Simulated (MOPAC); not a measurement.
# Run report: C$_{2}$H$_{3}$ClGeNO, frequency calculation (part 1 of 2)

C$_{2}$H$_{3}$ClGeNO, multiplicity 2, SMILES C[O][Ge]([Cl])[C]#N, computed with PM6-D3, unrestricted, dispersion D3 (MOPAC 23.2.5).

The geometry was optimised with PM6-D3.

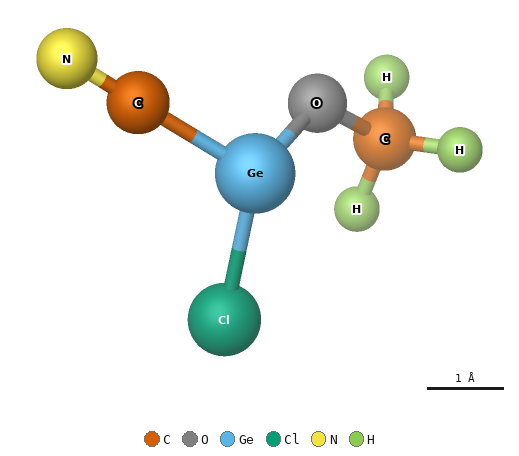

The structure (ball-and-stick view, seen at a tilt). Sticks mark near contacts.

Input file (input.mop):
```
PM6-D3 LET DOUBLET FORCE THERMO(300,900,200) AUX(PRECISION=6) THREADS=1
C2H3ClGeNO

C     -0.893164 +1    -1.367300 +1     0.579232 +1
O     -0.502642 +1    -0.016033 +1     0.416123 +1
Ge     0.449662 +1     0.673498 +1    -0.872220 +1
Cl     1.842267 +1    -0.821104 +1    -1.508800 +1
C      1.278455 +1     2.204039 +1    -0.197993 +1
N      1.770342 +1     3.170234 +1     0.193591 +1
H     -0.065149 +1    -2.054805 +1     0.361138 +1
H     -1.760109 +1    -1.572685 +1    -0.062295 +1
H     -1.178249 +1    -1.434929 +1     1.641556 +1
```

Machine: 1 thread of Arm Neoverse N1, 54 GiB of memory available, shared host.

Command:
```bash
mopac input.mop
```

Output:
```
MOPAC v23.2.5
PM6-D3 CALCULATION RESULTS

 *  PM6-D3     - CORRECT DISPERSION USING D3 METHOD
 *  DOUBLET    - SPIN STATE DEFINED AS A DOUBLET
 *  LET        - OVERRIDE SOME SAFETY CHECKS
 *  FORCE      - FORCE CALCULATION SPECIFIED
 *  THREADS=1  - MULTI-THREADING NOT USED
 *  AUX        - OUTPUT AUXILIARY INFORMATION
 *  THERMO     - THERMODYNAMIC QUANTITIES TO BE CALCULATED
PM6-D3 LET DOUBLET FORCE THERMO(300,900,200) AUX(PRECISION=6) THREADS=1
 C2H3ClGeNO

   ATOM   CHEMICAL          X               Y               Z
  NUMBER   SYMBOL      (ANGSTROMS)     (ANGSTROMS)     (ANGSTROMS)

     1       C         -0.89316400  *  -1.36730000  *   0.57923200  *
     2       O         -0.50264200  *  -0.01603300  *   0.41612300  *
     3      Ge          0.44966200  *   0.67349800  *  -0.87222000  *
     4      Cl          1.84226700  *  -0.82110400  *  -1.50880000  *
     5       C          1.27845500  *   2.20403900  *  -0.19799300  *
     6       N          1.77034200  *   3.17023400  *   0.19359100  *
     7       H         -0.06514900  *  -2.05480500  *   0.36113800  *
     8       H         -1.76010900  *  -1.57268500  *  -0.06229500  *
     9       H         -1.17824900  *  -1.43492900  *   1.64155600  *

          CARTESIAN COORDINATES

    NO.       ATOM           X           Y           Z

     1         C         -0.8932     -1.3673      0.5792
     2         O         -0.5026     -0.0160      0.4161
     3        Ge          0.4497      0.6735     -0.8722
     4        Cl          1.8423     -0.8211     -1.5088
     5         C          1.2785      2.2040     -0.1980
     6         N          1.7703      3.1702      0.1936
     7         H         -0.0651     -2.0548      0.3611
     8         H         -1.7601     -1.5727     -0.0623
     9         H         -1.1782     -1.4349      1.6416

           Empirical Formula: C2 H3 N O Ge Cl  =     9 atoms

      MOLECULAR POINT GROUP   :   C1

 DOUBLET STATE CALCULATION

          UHF CALCULATION, NO. OF ALPHA ELECTRONS =   17
                           NO. OF BETA  ELECTRONS =   16

          HEAT OF FORMATION =     -32.026294 KCALS/MOLE

          CARTESIAN COORDINATE DERIVATIVES

   NUMBER  ATOM         X            Y            Z

     1       C      0.000300     0.000895     0.001075
     2       O     -0.000264     0.000602     0.000837
     3      Ge      0.000403     0.001210    -0.000522
     4      Cl      0.000365    -0.001064    -0.000676
     5       C     -0.002965     0.000939     0.000817
     6       N      0.001955    -0.000796    -0.000471
     7       H      0.001045     0.000199     0.000286
     8       H      0.000676    -0.000811     0.001531
     9       H     -0.001515    -0.001175    -0.002877

 DIPOLE           X         Y         Z       TOTAL
 POINT-CHG.    -2.555     0.184     3.125     4.041
 HYBRID        -0.234    -0.204    -1.044     1.090
 SUM           -2.789    -0.020     2.080     3.479

          GRADIENT NORM =   0.00620

          TIME FOR SCF CALCULATION =    0.02

          TIME FOR DERIVATIVES     =    0.00

          MOLECULAR WEIGHT =  165.09

          ROTATIONAL CONSTANTS IN CM(-1)

          A =    0.08416049   B =    0.05560744   C =    0.03722603

           PRINCIPAL MOMENTS OF INERTIA IN UNITS OF 10**(-40)*GRAM-CM**2

          A =      332.6116   B =      503.3994   C =      751.9671

          ORIENTATION OF MOLECULE IN FORCE CALCULATION

    NO.       ATOM         X         Y         Z

     1          C      -2.2807   -1.3405    0.3945
     2          O      -0.8647   -1.3405    0.3945
     3         Ge       0.2044    0.0376    0.3945
     4         Cl      -0.7645    1.5988   -0.7021
     5          C       1.8159   -0.5042   -0.3759
     6          N       2.8285   -0.8325   -0.8184
     7          H      -2.6833   -0.5961   -0.3053
     8          H      -2.6419   -1.1624    1.4158
     9          H      -2.5462   -2.3585    0.0664

    FIRST DERIVATIVES WILL BE USED IN THE CALCULATION OF SECOND DERIVATIVES

          ESTIMATED TIME TO COMPLETE CALCULATION =        0.84 SECONDS

    FOR POINT-GROUP C1   THERE ARE   1 UNIQUE SYMMETRY FUNCTIONS.

 STEP:   1 TIME =     0.02 SECS, INTEGRAL =      0.02 TIME LEFT: 172799.97
 STEP:   2 TIME =     0.02 SECS, INTEGRAL =      0.03 TIME LEFT: 172799.95
 STEP:   3 TIME =     0.02 SECS, INTEGRAL =      0.05 TIME LEFT: 172799.94
 STEP:   4 TIME =     0.02 SECS, INTEGRAL =      0.06 TIME LEFT: 172799.92
 STEP:   5 TIME =     0.02 SECS, INTEGRAL =      0.08 TIME LEFT: 172799.91
 STEP:   6 TIME =     0.02 SECS, INTEGRAL =      0.09 TIME LEFT: 172799.89
 STEP:   7 TIME =     0.02 SECS, INTEGRAL =      0.11 TIME LEFT: 172799.88
 STEP:   8 TIME =     0.02 SECS, INTEGRAL =      0.12 TIME LEFT: 172799.86
 STEP:   9 TIME =     0.01 SECS, INTEGRAL =      0.14 TIME LEFT: 172799.85
 STEP:  10 TIME =     0.02 SECS, INTEGRAL =      0.16 TIME LEFT: 172799.83
 STEP:  11 TIME =     0.01 SECS, INTEGRAL =      0.17 TIME LEFT: 172799.82
 STEP:  12 TIME =     0.02 SECS, INTEGRAL =      0.18 TIME LEFT: 172799.80
 STEP:  13 TIME =     0.02 SECS, INTEGRAL =      0.20 TIME LEFT: 172799.79
 STEP:  14 TIME =     0.02 SECS, INTEGRAL =      0.21 TIME LEFT: 172799.77
 STEP:  15 TIME =     0.02 SECS, INTEGRAL =      0.23 TIME LEFT: 172799.75
 STEP:  16 TIME =     0.02 SECS, INTEGRAL =      0.25 TIME LEFT: 172799.74
 STEP:  17 TIME =     0.02 SECS, INTEGRAL =      0.26 TIME LEFT: 172799.72
 STEP:  18 TIME =     0.02 SECS, INTEGRAL =      0.28 TIME LEFT: 172799.71
 STEP:  19 TIME =     0.02 SECS, INTEGRAL =      0.29 TIME LEFT: 172799.69
 STEP:  20 TIME =     0.01 SECS, INTEGRAL =      0.30 TIME LEFT: 172799.68
 STEP:  21 TIME =     0.01 SECS, INTEGRAL =      0.32 TIME LEFT: 172799.67
 STEP:  22 TIME =     0.02 SECS, INTEGRAL =      0.33 TIME LEFT: 172799.65
 STEP:  23 TIME =     0.01 SECS, INTEGRAL =      0.34 TIME LEFT: 172799.64
 STEP:  24 TIME =     0.01 SECS, INTEGRAL =      0.36 TIME LEFT: 172799.63
 STEP:  25 TIME =     0.02 SECS, INTEGRAL =      0.37 TIME LEFT: 172799.61
 STEP:  26 TIME =     0.01 SECS, INTEGRAL =      0.38 TIME LEFT: 172799.60
 STEP:  27 TIME =     0.02 SECS, INTEGRAL =      0.40 TIME LEFT: 172799.59

(To convert to Hartree/Bohr^2, multiply by (10^(-21) x N x a0^2)/(4.184 x 627.51) =  0.0642)

           FORCE MATRIX IN MILLIDYNES/ANGSTROM

                  C  1       O  2      Ge  3      Cl  4       C  5       N  6
 ------------------------------------------------------------------------------
     C    1  10.849760
     O    2   4.074235   7.945973
    Ge    3   0.611753   3.165898   6.198190
    Cl    4   0.049921   0.197875   1.884354   2.030016
     C    5   0.054806   0.243255   2.602177   0.130702  22.149101
     N    6   0.022915   0.043699   0.585350   0.037000  19.549552  20.089229
     H    7   3.400092   0.713422   0.101424   0.031143   0.006664   0.003096
     H    8   3.397377   0.751817   0.076892   0.006949   0.014266   0.004170
     H    9   3.379648   0.775350   0.069691   0.008140   0.009996   0.006060

                  H  7       H  8       H  9
 ------------------------------------------
     H    7   4.136584
     H    8   0.424931   4.155742
     H    9   0.420791   0.424333   4.164197

          HEAT OF FORMATION =     -32.026294 KCALS/MOLE

          ZERO POINT ENERGY      29.441 KCAL/MOL

           NORMAL COORDINATE ANALYSIS (Total motion = 1 Angstrom)

   Root No.       1         2         3         4         5         6         7         8

                 1 A       2 A       3 A       4 A       5 A       6 A       7 A       8 A

                  73.7      82.3      91.3     113.5     150.8     262.5     361.7     392.2

           1   -0.0013   -0.0636    0.0160    0.0157   -0.0207   -0.0789   -0.0178   -0.0493
           2   -0.0258    0.0824   -0.0688   -0.0739   -0.0291   -0.1022   -0.0160   -0.0148
           3    0.0804    0.0489   -0.0457    0.0401   -0.0386    0.0083    0.0096    0.0100
           4   -0.0020   -0.0608    0.0141    0.0148   -0.0202   -0.0896   -0.0137   -0.0411
           5   -0.0091   -0.0113   -0.0023   -0.0291    0.0016    0.1216   -0.0240   -0.0006
           6   -0.0450    0.0082    0.0307   -0.0011    0.2005   -0.0222   -0.0018    0.0308
           7   -0.0103   -0.0119   -0.0116   -0.0225   -0.0062    0.0256    0.0358   -0.0211
           8   -0.0029   -0.0460    0.0140   -0.0002   -0.0183    0.0068   -0.0701    0.0058
           9   -0.0158    0.0152    0.0394   -0.0095   -0.0470    0.0032    0.0544   -0.0474
          10    0.0146    0.0631    0.0494    0.0443    0.0086    0.0012   -0.1338    0.0260
          11    0.0199   -0.0303   -0.0006    0.0439    0.0415   -0.0173    0.2085   -0.0414
          12   -0.0038   -0.0325   -0.0381   -0.0009    0.0216    0.0068   -0.1306    0.0409
          13    0.0035    0.0078   -0.0347   -0.0172    0.0070    0.0163    0.1511    0.2369
          14    0.0004    0.0572    0.0083    0.0025   -0.0133   -0.0287   -0.1847    0.2380
          15    0.0117   -0.0129   -0.0088    0.0010   -0.0268   -0.0146    0.2280    0.2775
          16    0.0171    0.0335   -0.0690   -0.0148    0.0494    0.0343    0.0579   -0.0602
          17    0.0031    0.1857    0.0018    0.0022    0.0323    0.0146    0.0369   -0.1120
          18    0.0406   -0.0496   -0.0818    0.0066    0.0357   -0.0066   -0.1557   -0.1422
          19   -0.0804   -0.0325    0.0079   -0.0087    0.0562   -0.1898   -0.0040   -0.0561
          20    0.1236    0.0738    0.0424   -0.2456    0.0546   -0.1876   -0.0143   -0.0168
          21    0.2852    0.0215    0.0780   -0.1291    0.0084   -0.0177    0.0004    0.0155
          22    0.0985   -0.0274   -0.0321    0.0205   -0.1656   -0.0870   -0.0092   -0.0511
          23   -0.2587    0.1552   -0.2785    0.1547   -0.1729   -0.1077    0.0049   -0.0215
          24    0.1567    0.0488   -0.0257    0.0015   -0.0638    0.0058    0.0086    0.0107
          25   -0.0214   -0.1378    0.0782    0.0409    0.0513    0.0831   -0.0290   -0.0314
          26    0.0439    0.0836   -0.0199   -0.1590    0.0092   -0.1627   -0.0175   -0.0177
          27   -0.1205    0.1057   -0.2490    0.2835   -0.2150    0.0609    0.0251    0.0073

   Root No.       9        10        11        12        13        14        15        16

                 9 A      10 A      11 A      12 A      13 A      14 A      15 A      16 A

                 392.9     523.4     590.9    1082.2    1101.3    1149.9    1241.5    1245.3

           1   -0.0488   -0.0327    0.1453    0.0018    0.0167   -0.3453    0.0059    0.0006
           2   -0.0212    0.0003    0.0479   -0.0461   -0.0553   -0.0249   -0.0362    0.0091
           3    0.0044    0.0001    0.0012   -0.0585    0.0470    0.0156   -0.0123   -0.0307
           4   -0.0403   -0.0130    0.0803    0.0019   -0.0081    0.3056   -0.0040    0.0039
           5   -0.0147   -0.0830    0.2169    0.0225    0.0254    0.0561   -0.0057    0.0035
           6    0.0059   -0.0023   -0.0024    0.0238   -0.0172   -0.0080   -0.0014   -0.0051
           7    0.0230   -0.0848   -0.0595   -0.0003   -0.0004   -0.0071   -0.0001   -0.0002
           8   -0.0508    0.0597   -0.0526   -0.0003   -0.0002   -0.0092    0.0004   -0.0002
           9    0.0489    0.0392    0.0044    0.0005   -0.0005   -0.0002    0.0001   -0.0002
          10   -0.0347    0.0136    0.0013    0.0000   -0.0000    0.0010    0.0001   -0.0001
          11    0.0698   -0.0207   -0.0025   -0.0001   -0.0004   -0.0015   -0.0000   -0.0002
          12   -0.0604    0.0136    0.0010   -0.0000    0.0002    0.0008   -0.0001    0.0001
          13    0.0463    0.2139    0.0331   -0.0001    0.0007   -0.0032    0.0000    0.0000
          14    0.3290   -0.1053    0.0086    0.0002    0.0011   -0.0039   -0.0002    0.0001
          15   -0.2262   -0.1542   -0.0126   -0.0009    0.0003   -0.0001   -0.0002    0.0001
          16    0.0260    0.2733    0.0275   -0.0000   -0.0002   -0.0022    0.0003   -0.0001
          17   -0.1557   -0.0760   -0.0175   -0.0000   -0.0002    0.0012   -0.0001    0.0000
          18    0.0822   -0.1022   -0.0139    0.0002   -0.0000    0.0012   -0.0001    0.0000
          19   -0.0420    0.0091    0.0398   -0.0339    0.3696   -0.0089   -0.0924    0.1503
          20   -0.0268    0.0190   -0.0045    0.0900    0.0799    0.0701    0.2173    0.1981
          21   -0.0059   -0.0024   -0.0026    0.1108   -0.0621   -0.0303    0.2969    0.1095
          22   -0.0529   -0.0285    0.1293    0.3539   -0.1854   -0.1304   -0.1039   -0.1750
          23   -0.0138    0.0135    0.0047    0.0966    0.1112    0.0857    0.3447   -0.2264
          24    0.0006   -0.0023    0.0086    0.0724   -0.0692    0.0159   -0.1060   -0.0344
          25   -0.0339   -0.1039    0.2914   -0.3532   -0.2347   -0.0543    0.1873   -0.0229
          26   -0.0280    0.0209    0.0024    0.0289    0.0872   -0.0070   -0.0615   -0.1164
          27    0.0128   -0.0026    0.0049    0.1069   -0.1275   -0.0684   -0.0223    0.3820

   Root No.      17        18        19        20        21

                17 A      18 A      19 A      20 A      21 A

                1349.5    2315.5    2662.3    2668.0    2743.2

           1   -0.0406   -0.0000    0.0049    0.0038   -0.0195
           2   -0.0041    0.0005   -0.0383   -0.0361   -0.0049
           3   -0.0009    0.0004    0.0342   -0.0417    0.0010
           4   -0.0257   -0.0011   -0.0005   -0.0005   -0.0046
           5   -0.0051   -0.0015   -0.0016   -0.0016   -0.0005
           6   -0.0002   -0.0001    0.0012   -0.0016   -0.0000
           7    0.0003   -0.0043    0.0001    0.0001   -0.0000
           8    0.0011    0.0018    0.0001    0.0000   -0.0000
           9   -0.0001    0.0021   -0.0000   -0.0000    0.0000
          10   -0.0000    0.0001    0.0000   -0.0000   -0.0000
          11   -0.0001   -0.0001   -0.0000    0.0000    0.0000
          12    0.0001    0.0002    0.0000   -0.0000   -0.0000
          13    0.0001    0.4781   -0.0000    0.0000   -0.0001
          14   -0.0001   -0.1558    0.0000   -0.0000    0.0000
          15   -0.0000   -0.2118    0.0000   -0.0000   -0.0000
          16    0.0003   -0.3870    0.0000   -0.0000    0.0001
          17   -0.0001    0.1259   -0.0000    0.0000   -0.0000
          18   -0.0001    0.1703   -0.0000    0.0000   -0.0000
          19    0.3155    0.0000   -0.2007   -0.0010    0.1070
          20    0.1168    0.0003    0.3405   -0.0149   -0.2001
          21   -0.0750    0.0005   -0.3205   -0.0265    0.1872
          22    0.2797    0.0010    0.0803   -0.1689    0.1098
          23    0.0255    0.0007   -0.0572    0.0608   -0.0554
          24    0.1081   -0.0013   -0.1920    0.4338   -0.3049
          25    0.2720    0.0031    0.0647    0.1278    0.0918
          26   -0.0859    0.0003    0.1933    0.4074    0.3230
          27   -0.0143    0.0001    0.0866    0.1154    0.1055

           MASS-WEIGHTED COORDINATE ANALYSIS (NORMAL COORDINATES)

   Root No.       1         2         3         4         5         6         7         8

                 1 A       2 A       3 A       4 A       5 A       6 A       7 A       8 A

                  73.7      82.3      91.3     113.5     150.8     262.5     361.7     392.2

           1   -0.0071   -0.1963    0.0659    0.0767   -0.0670   -0.3054   -0.0272   -0.0954
           2   -0.1381    0.2544   -0.2828   -0.3609   -0.0942   -0.3951   -0.0244   -0.0287
           3    0.4299    0.1510   -0.1877    0.1958   -0.1250    0.0321    0.0146    0.0194
           4   -0.0125   -0.2166    0.0667    0.0836   -0.0755   -0.4002   -0.0241   -0.0917
           5   -0.0559   -0.0403   -0.0108   -0.1637    0.0058    0.5430   -0.0422   -0.0013
           6   -0.2779    0.0293    0.1457   -0.0065    0.7490   -0.0991   -0.0032    0.0686
           7   -0.1354   -0.0905   -0.1171   -0.2705   -0.0496    0.2436    0.1338   -0.1004
           8   -0.0375   -0.3490    0.1418   -0.0018   -0.1455    0.0648   -0.2623    0.0277
           9   -0.2074    0.1156    0.3975   -0.1144   -0.3744    0.0303    0.2037   -0.2250
          10    0.1339    0.3349    0.3490    0.3715    0.0481    0.0077   -0.3501    0.0863
          11    0.1829   -0.1606   -0.0045    0.3678    0.2306   -0.1147    0.5454   -0.1376
          12   -0.0346   -0.1723   -0.2688   -0.0078    0.1200    0.0454   -0.3415    0.1358
          13    0.0189    0.0241   -0.1427   -0.0838    0.0227    0.0631    0.2301    0.4580
          14    0.0020    0.1766    0.0339    0.0120   -0.0432   -0.1112   -0.2813    0.4601
          15    0.0628   -0.0400   -0.0362    0.0047   -0.0867   -0.0563    0.3471    0.5364
          16    0.0989    0.1116   -0.3060   -0.0780    0.1727    0.1435    0.0952   -0.1257
          17    0.0181    0.6191    0.0080    0.0118    0.1129    0.0611    0.0607   -0.2338
          18    0.2346   -0.1655   -0.3629    0.0349    0.1250   -0.0277   -0.2559   -0.2969
          19   -0.1245   -0.0291    0.0093   -0.0122    0.0527   -0.2127   -0.0018   -0.0314
          20    0.1915    0.0659    0.0505   -0.3473    0.0512   -0.2102   -0.0063   -0.0094
          21    0.4418    0.0192    0.0928   -0.1826    0.0079   -0.0198    0.0002    0.0087
          22    0.1526   -0.0245   -0.0382    0.0290   -0.1553   -0.0974   -0.0041   -0.0286
          23   -0.4008    0.1388   -0.3314    0.2188   -0.1622   -0.1206    0.0022   -0.0121
          24    0.2428    0.0437   -0.0306    0.0022   -0.0598    0.0065    0.0038    0.0060
          25   -0.0332   -0.1232    0.0930    0.0578    0.0481    0.0931   -0.0128   -0.0176
          26    0.0681    0.0747   -0.0237   -0.2249    0.0086   -0.1822   -0.0077   -0.0099
          27   -0.1867    0.0945   -0.2963    0.4009   -0.2016    0.0683    0.0111    0.0041

   Root No.       9        10        11        12        13        14        15        16

                 9 A      10 A      11 A      12 A      13 A      14 A      15 A      16 A

                 392.9     523.4     590.9    1082.2    1101.3    1149.9    1241.5    1245.3
```
